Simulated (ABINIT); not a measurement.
**Quasiparticle gap of SiO2 (Quartz) in ABINIT**

How does a plane-wave GW calculation on SiO2 (Quartz) run from the first input to the gap?

Method: PBE and many-body steps on it, plane waves, in ABINIT 10.8.3.

**1. Set-up**

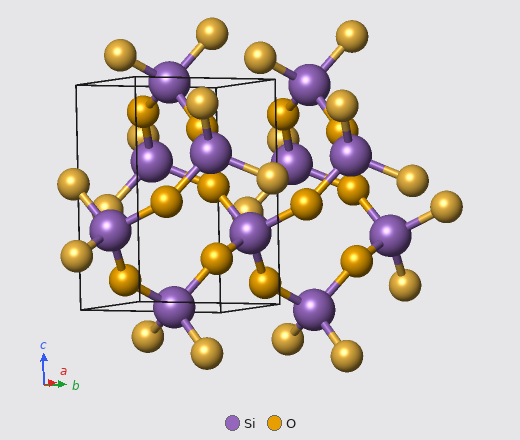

The cell as given, slightly off an axis (silicon purple, oxygen orange). 1×2×1 cells are drawn. Some periodic images of atoms are drawn too.

The cell and positions come from the Crystallography Open Database and are kept as given unless a step says otherwise.

**2. Ground state**

This step: ABINIT 10.8.3; DFT, PBE, plane waves, norm-conserving pseudopotentials.

The ground-state density comes first.

Input file run.abi:

```
acell 3*1.0 Angstrom
rprim 
  4.915799999986 0.000000000003 0.000000000000
  -2.457899999996 4.257207679910 0.000000000000
  0.000000000000 0.000000000000 5.409100000000
ntypat 2
znucl 14 8
natom 9
typat 1 1 1 2 2 2 2 2 2
xred 
  0.530300000000 0.000000000000 0.333333333333
  0.000000000000 0.530300000000 0.666666666667
  0.469700000000 0.469700000000 -0.000000000000
  0.146200000000 0.414200000000 0.881000000000
  0.585800000000 0.732000000000 0.214333333333
  0.268000000000 0.853800000000 0.547666666667
  0.414200000000 0.146200000000 0.119000000000
  0.732000000000 0.585800000000 0.785666666667
  0.853800000000 0.268000000000 0.452333333333
pp_dirpath "pseudos"
pseudos "Si.upf, O.upf"
ecut 36
ngkpt 6 6 4
nshiftk 1
shiftk 0 0 0
kptopt 1
chksymbreak 0
nband 32
occopt 1
tolvrs 1e-10
nstep 60
prtwf 0
optforces 0
optstress 0
indata_prefix "in"
outdata_prefix "out"
tmpdata_prefix "tmp"
```

Started as:

```
$ OMP_NUM_THREADS=1 mpirun -n 4 abinit run.abi > log
```

Numbers of over 12 decimals in the logs are rounded to 6 here.

The log of the run:

```text
.Version 10.8.3 of ABINIT. v10.8.2 released Aug 2026.

 Symmetries : space group P3_1 2 1 (#152); Bravais hP (primitive hexag.)
================================================================================
 Values of the parameters that define the memory need of the present run
     intxc =       0    ionmov =       0      iscf =       7    lmnmax =       6
     lnmax =       6     mgfft =      60  mpssoang =       3    mqgrid =    3001
     natom =       9  nloc_mem =       1    nspden =       1   nspinor =       1
    nsppol =       1      nsym =       6    n1xccc =    2501    ntypat =       2
    occopt =       1   xclevel =       2
-    mband =          32        mffmem =           1         mkmem =           6
       mpw =        7924          nfft =      174960          nkpt =          24
================================================================================
  Rough estimation (10% accuracy) of disk space for files :
================================================================================

--------------------------------------------------------------------------------
------------- Echo of variables that govern the present computation ------------
--------------------------------------------------------------------------------
 -outvars: echo values of preprocessed input variables --------
            acell      1.8897261259E+00  1.8897261259E+00  1.8897261259E+00 Bohr

      chksymbreak           0
             ecut      3.60000000E+01 Hartree
-          fftalg         312

              ixc     -101130
              kpt      0.00000000E+00  0.00000000E+00  0.00000000E+00
                       1.66666667E-01  0.00000000E+00  0.00000000E+00
                       3.33333333E-01  0.00000000E+00  0.00000000E+00
                       5.00000000E-01  0.00000000E+00  0.00000000E+00
                       1.66666667E-01  1.66666667E-01  0.00000000E+00
                       3.33333333E-01  1.66666667E-01  0.00000000E+00
                       3.33333333E-01  3.33333333E-01  0.00000000E+00
                       0.00000000E+00  0.00000000E+00  2.50000000E-01
                       1.66666667E-01  0.00000000E+00  2.50000000E-01
   [... 13 further rows ...]
                       3.33333333E-01  1.66666667E-01  5.00000000E-01
                       3.33333333E-01  3.33333333E-01  5.00000000E-01
         kptrlatt        6    0    0      0    6    0      0    0    4
          kptrlen      4.08868704E+01
P           mkmem           6
            natom           9
            nband          32
            ngfft          54      54      60
             nkpt          24
            nstep          60
             nsym           6
           ntypat           2
              occ      2.000000  2.000000  2.000000  2.000000  2.000000  2.000000
                       2.000000  2.000000  2.000000  2.000000  2.000000  2.000000
                       2.000000  2.000000  2.000000  2.000000  2.000000  2.000000
                       2.000000  2.000000  2.000000  2.000000  2.000000  2.000000
                       0.000000  0.000000  0.000000  0.000000  0.000000  0.000000
                       0.000000  0.000000
        optforces           0
        optstress           0
            prtwf           0
            rprim      4.9158000000E+00  3.0000000000E-12  0.0000000000E+00
[...]
spgroup         152

           tolvrs      1.00000000E-10

             xred      5.3030000000E-01  2.5857407038E-29  3.3333333333E-01
[...]
znucl       14.00000    8.00000

================================================================================

 chkinp: Checking input parameters for consistency.

================================================================================
== DATASET  1 ==================================================================
-   mpi_nproc: 4, omp_nthreads: 1 (-1 if OMP is not activated)

--- !DatasetInfo
iteration_state: {dtset: 1, }
dimensions: {natom: 9, nkpt: 24, mband: 32, nsppol: 1, nspinor: 1, nspden: 1, mpw: 7924, }
cutoff_energies: {ecut:  36.0, pawecutdg:  -1.0, }
electrons: {nelect:   4.80000000E+01, charge:   0.00000000E+00, occopt:   1.00000000E+00, tsmear:   1.00000000E-02, }

 Real(R)+Recip(G) space primitive vectors, cartesian coordinates (Bohr,Bohr^-1):
 R(1)=  9.2895157  0.0000000  0.0000000  G(1)=  0.1076482  0.0621507  0.0000000
 R(2)= -4.6447578  8.0449566  0.0000000  G(2)=  0.0000000  0.1243015  0.0000000
 R(3)=  0.0000000  0.0000000 10.2217176  G(3)=  0.0000000  0.0000000  0.0978309
 Unit cell volume ucvol=  7.6390729E+02 bohr^3
 Angles (23,13,12)=  9.00000000E+01  9.00000000E+01  1.20000000E+02 degrees

 getcut: wavevector=  0.0000  0.0000  0.0000  ngfft=  54  54  60
         ecut(hartree)=     36.000   => boxcut(ratio)=   2.15270

--- Pseudopotential description ------------------------------------------------
- Si Generated using ONCVPSP code by D. R. Hamann
- 14.00000   4.00000  171031                  znucl, zion, pspdat
12 -101130 2 -1 1510                          pspcod,pspxc,lmax,lloc,mmax
     nproj     2     2     2
  pspatm : epsatm=    9.34321561
         --- l  ekb(1:nproj) -->
[...]
pspatm: atomic psp has been read  and splines computed

- O Generated using ONCVPSP code by D. R. Hamann
-  8.00000   6.00000  171031                  znucl, zion, pspdat
12 -101130 2 -1 936                           pspcod,pspxc,lmax,lloc,mmax
     nproj     2     2     1
  pspatm : epsatm=    6.19545534
         --- l  ekb(1:nproj) -->
[...]
2   -1.331955
 pspatm: atomic psp has been read  and splines computed

   3.12971419E+03                                ecore*ucvol(ha*bohr**3)
--------------------------------------------------------------------------------

_setup2: Arith. and geom. avg. npw (full set) are    7882.604    7882.596

================================================================================

--- !BeginCycle
iteration_state: {dtset: 1, }
solver: {iscf: 7, nstep: 60, nline: 4, wfoptalg: 0, }
tolerances: {tolvrs: 1.00E-10, }

     iter   Etot(hartree)      deltaE(h)  residm     vres2
 ETOT  1  -111.69961754226    -1.117E+02 1.221E-01 1.583E+03
 ETOT  2  -111.86073428626    -1.611E-01 2.966E-02 1.311E+03
 ETOT  3  -112.35307804125    -4.923E-01 7.335E-03 5.188E+00
 ETOT  4  -112.35523490330    -2.157E-03 2.245E-03 5.437E-02
 ETOT  5  -112.35524277228    -7.869E-06 1.469E-03 3.147E-03
 ETOT  6  -112.35524295592    -1.836E-07 3.539E-03 1.716E-04
 ETOT  7  -112.35524296702    -1.109E-08 1.003E-03 1.914E-05
 ETOT  8  -112.35524296792    -9.054E-10 1.225E-03 1.190E-06
 ETOT  9  -112.35524296799    -7.192E-11 3.827E-04 5.040E-08
 ETOT 10  -112.35524296800    -1.677E-12 4.729E-04 2.618E-09
 ETOT 11  -112.35524296799     2.785E-12 1.918E-04 1.114E-10
 ETOT 12  -112.35524296800    -4.377E-12 2.106E-04 8.913E-12

 At SCF step   12       vres2   =  8.91E-12 < tolvrs=  1.00E-10 =>converged.

--- !ResultsGS
iteration_state: {dtset: 1, }
comment   : Summary of ground state results
lattice_vectors:
- [  9.2895157,   0.0000000,   0.0000000, ]
- [ -4.6447578,   8.0449566,   0.0000000, ]
- [  0.0000000,   0.0000000,  10.2217176, ]
lattice_lengths: [   9.28952,    9.28952,   10.22172, ]
lattice_angles: [ 90.000,  90.000, 120.000, ] # degrees, (23, 13, 12)
lattice_volume:   7.6390729E+02
convergence: {deltae: -4.377E-12, res2:  8.913E-12, residm:  2.106E-04, diffor:  0.000E+00, }
etotal    :  -1.12355243E+02
entropy   :   0.00000000E+00
fermie    :   7.24587944E-03
cartesian_stress_tensor: null
pressure_GPa: null
xred      :
- [  5.3030E-01,   2.5857E-29,   3.3333E-01, Si]
- [ -2.2564E-18,   5.3030E-01,   6.6667E-01, Si]
- [  4.6970E-01,   4.6970E-01,   1.3878E-16, Si]
- [  1.4620E-01,   4.1420E-01,   8.8100E-01,  O]
- [  5.8580E-01,   7.3200E-01,   2.1433E-01,  O]
- [  2.6800E-01,   8.5380E-01,   5.4767E-01,  O]
- [  4.1420E-01,   1.4620E-01,   1.1900E-01,  O]
- [  7.3200E-01,   5.8580E-01,   7.8567E-01,  O]
- [  8.5380E-01,   2.6800E-01,   4.5233E-01,  O]
cartesian_forces: null
force_length_stats: {min: null, max: null, mean: null, }

 Integrated electronic density in atomic spheres:
 ------------------------------------------------
 Atom  Sphere_radius  Integrated_density
[...]
================================================================================

 ----iterations are completed or convergence reached----

 Mean square residual over all n,k,spin=   10.843E-07; max=  21.057E-05
 reduced coordinates (array xred) for    9 atoms
[...]
0.585800000000      0.732000000000      0.214333333333
       0.268000000000      0.853800000000      0.547666666667
       0.414200000000      0.146200000000      0.119000000000
       0.732000000000      0.585800000000      0.785666666667
       0.853800000000      0.268000000000      0.452333333333
 rms dE/dt=  0.0000E+00; max dE/dt=  0.0000E+00; dE/dt below (all hartree)
    1       0.000000000000      0.000000000000      0.000000000000
    2       0.000000000000      0.000000000000      0.000000000000
    3       0.000000000000      0.000000000000      0.000000000000
    4       0.000000000000      0.000000000000      0.000000000000
    5       0.000000000000      0.000000000000      0.000000000000
    6       0.000000000000      0.000000000000      0.000000000000
    7       0.000000000000      0.000000000000      0.000000000000
    8       0.000000000000      0.000000000000      0.000000000000
    9       0.000000000000      0.000000000000      0.000000000000

 cartesian coordinates (angstrom) at end:
    1      2.606849     1.59e-12     1.803033
[...]
5      1.080493     3.116276     1.159350
    6     -0.781121     3.634804     2.962384
    7      1.676779     0.622404     0.643683
    8      2.158528     2.493872     4.249750
    9      3.538393     1.140932     2.446716
 length scales=  1.889726125908  1.889726125908  1.889726125908 bohr
              =  1.000000000000  1.000000000000  1.000000000000 angstroms
 prteigrs : about to open file out_EIG
 Fermi (or HOMO) energy (hartree) =   0.00725   Average Vxc (hartree)=  -0.33651
 Eigenvalues (hartree) for nkpt=  24  k points:
 kpt#   1, nband= 32, wtk=  0.00694, kpt=  0.0000  0.0000  0.0000 (reduced coord)
  -0.70426   -0.64805   -0.64805   -0.62445   -0.62301   -0.62301   -0.29558   -0.29558
  -0.19235   -0.19132   -0.18529   -0.18529   -0.10056   -0.10056   -0.09158   -0.08257
  -0.04784   -0.04784   -0.04678   -0.02927   -0.02927   -0.01783   -0.00426   -0.00426
   0.22915    0.35014    0.35014    0.36685    0.36685    0.41145    0.43686    0.45798
 prteigrs : prtvol=0 or 1, do not print more k-points.

--- !EnergyTerms
iteration_state     : {dtset: 1, }
comment             : Components of total free energy in Hartree
kinetic             :  7.35642990220719E+01
hartree             :  3.87480527388065E+01
xc                  : -3.03812606925484E+01
Ewald energy        : -6.94185472439243E+01
psp_core            :  4.09698169712855E+00
local_psp           : -1.14076840399786E+02
non_local_psp       : -1.48879280897454E+01
total_energy        : -1.12355242967997E+02
total_energy_eV     : -3.05734191316322E+03
band_energy         : -1.16584160801650E+01

== END DATASET(S) ==============================================================
================================================================================

 -outvars: echo values of variables after computation  --------
           etotal     -1.1235524297E+02
            nband          32
             nkpt          24
          spgroup         152
 [... the other variables as echoed above ...]

 Calculation completed.
```

Elapsed: 72 s, on 4 MPI ranks of Arm Neoverse V2, shared host; peak memory 0.48 GiB.

Numbers from this step:

* total energy: -3057.3419 eV
* gap: 6.038 eV
* k of the valence top: 0.3333, 0.3333, 0
* k of the conduction bottom: 0, 0, 0
* least direct gap: 6.351 eV

The gap is indirect, with the least direct gap 0.31 eV higher.

(Part 1 of 3 ends here.)

[Paths, hosts, dates, memory and timing lines, banners, echoed tables and standing remarks are left out of the program output.]

[Logs are printed without paths, hosts, clocks, repeated set-up lines and the standing remarks that a program may print on its own settings, such as how far it seeks lower states.]

[Runs of the session that timed out or met a known fault of the program may be left out.]

[Hosts, paths, dates, database ids (printed as entryN), source tags and the programs' standing remarks are cut or masked in the printed files.]

[G0W0 gaps are taken among the corrected bands and points alone; a level outside them can change the order at an edge.]

[Where Ansatz stands beside ABINIT at settings called matched, ABINIT's density can come from a denser mesh and the files from another edition; pairs whose starting gaps differed by over 0.03 eV were left out, so agreement reads better than it is.]
